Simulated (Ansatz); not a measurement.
# CAM-B3LYP/3-21G run of [NH2]− (SMILES [NH2-])

What is the energy change on altering one bond length of [NH2]− at CAM-B3LYP/3-21G? 

The results are computed with Ansatz 0.2.0.

2 further runs of the same task are left out: 2 that didn't finish.

### Step 1. The molecule

[NH2]−: 3 atoms, total charge -1, spin state singlet. SMILES: `[NH2-]`. The coordinates come from a PBE0-D4/def2-TZVPD relaxation.

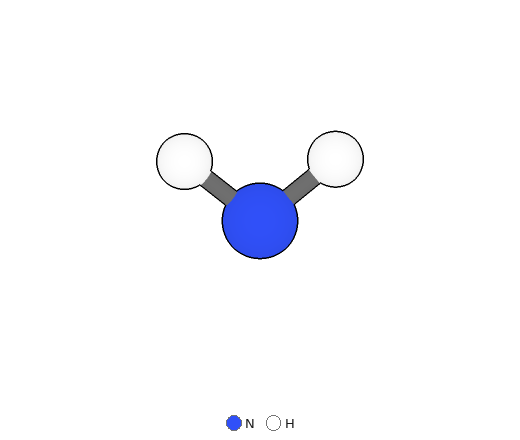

Viewed from a chosen angle; nitrogen blue, hydrogen white.

### Step 2. A single-point energy at CAM-B3LYP/3-21G

File in.yaml:

```yaml
crystal:
  periodic: [false, false, false]
  atoms:
    - {symbol: N, position_ang: [0.342200, -0.203000, 0.168700]}
    - {symbol: H, position_ang: [0.125500, 0.801200, 0.156000]}
    - {symbol: H, position_ang: [-0.467700, -0.598200, -0.324700]}
basis:
  gaussian:
    orbitals: 3-21G.json
total_charge: -1
magnetization:
  spin_polarized: false
hamiltonian:
  xc: {name: CAM-B3LYP}
accuracy: high
```

The basis set 3-21G is read from a file made from the Basis Set Exchange's data (not shown).

Run with:

```
$ ansatz run in.yaml --threads 1 --pin off --max-ram 2610MiB --events-out events.jsonl --progress --plain --runs-dir runs
```

What it wrote:

```text
Warning: RAYON_NUM_THREADS=1 ignored (pool sized by the plan → 1); use --threads N
Functional definition: CAM-B3LYP
  name "CAM-B3LYP"
  parameter alpha = 0.19
  parameter beta = 0.46
  parameter omega = 0.33/bohr
  parameter ac = 0.81
  exchange = (1 - alpha - beta)*b88_x + beta*b88_x_sr(omega) + alpha*exact_x + beta*exact_x_lr(omega)
  correlation = (1 - ac)*vwn5_c + ac*lyp_c
250 factors; integrals over basis functions are off by at most 3.4e-9 eV
99 factors; integrals over basis functions are off by at most 1.9e-9 eV
mean field evaluation 1: about -1508.7491 eV, gradient 9.1e0 eV
mean field evaluation 2: about -1508.9871 eV, gradient 4.5e0 eV
mean field evaluation 4: about -1509.0232 eV, gradient 9.8e-2 eV
mean field evaluation 8: about -1509.0207 eV, gradient 1.7e-3 eV
mean field evaluation 16: about -1509.0207 eV, gradient 8.1e-8 eV
mean field -1509.02065925 eV, -55.4554863764 hartree, gradient 8.1e-8 eV, S^2 0.000000; 0 other end points of the search recorded, 0 dependent functions left out
reference -1509.02066752 eV, -55.4554866803 hartree; 5, 5 occupied and 8, 8 virtual orbitals, 250 factors
Total energy: -1509.02066752 eV, -55.4554866803 hartree
```

Run time: 0.64 s. Hardware: 1 thread of Arm Neoverse N1, shared host.

### Step 3. The distorted shape

File input.yaml:

```yaml
basis:
  gaussian:
    orbitals: 3-21G.json
crystal:
  periodic: [false, false, false]
  atoms:
    - symbol: N
      position_ang: [0.396366, -0.454009, 0.171874]
    - symbol: H
      position_ang: [0.125500, 0.801200, 0.156000]
    - symbol: H
      position_ang: [-0.413534, -0.849209, -0.321526]
accuracy: high
total_charge: -1
hamiltonian:
  xc: {name: CAM-B3LYP}
```

The basis set 3-21G is read from a file made from the Basis Set Exchange's data (not shown).

Run with:

```
$ ansatz run input.yaml --threads 1 --pin off --max-ram 2610MiB --events-out events.jsonl --progress --plain --runs-dir runs
```

What it wrote, cut to the lines that bear on the results:

```text
Warning: RAYON_NUM_THREADS=1 ignored (pool sized by the plan → 1); use --threads N
[... 8 set-up lines as earlier in the session ...]
248 factors; integrals over basis functions are off by at most 3.3e-9 eV
101 factors; integrals over basis functions are off by at most 2.1e-9 eV
mean field evaluation 1: about -1508.4974 eV, gradient 8.0e0 eV
mean field evaluation 2: about -1508.6990 eV, gradient 8.5e-1 eV
mean field evaluation 4: about -1508.6973 eV, gradient 8.6e-1 eV
mean field evaluation 8: about -1508.6989 eV, gradient 8.8e-3 eV
mean field evaluation 16: about -1508.6989 eV, gradient 4.6e-7 eV
mean field -1508.69891012 eV, -55.4436623142 hartree, gradient 1.4e-9 eV, S^2 0.000000; 0 other end points of the search recorded, 0 dependent functions left out
reference -1508.69891857 eV, -55.4436626244 hartree; 5, 5 occupied and 8, 8 virtual orbitals, 248 factors
Total energy: -1508.69891857 eV, -55.4436626244 hartree
```

Run time: 0.74 s. Hardware: 1 thread of Arm Neoverse N1, shared host.

### Step 4. Summary of results

Level: CAM-B3LYP/3-21G.

| quantity | value |
| --- | --- |
| first shape: total energy | -55.45549 Eh |
| distorted shape: total energy | -55.44366 Eh |
| energy change with the N1–H2 bond stretched from 1.027 to 1.284 Å | 0.322 eV |

What this shows: With the N1–H2 bond stretched from 1.027 to 1.284 Å the energy rises by 0.32 eV (31.0 kJ/mol). The first shape isn't relaxed at this level, so the change isn't measured from a minimum.
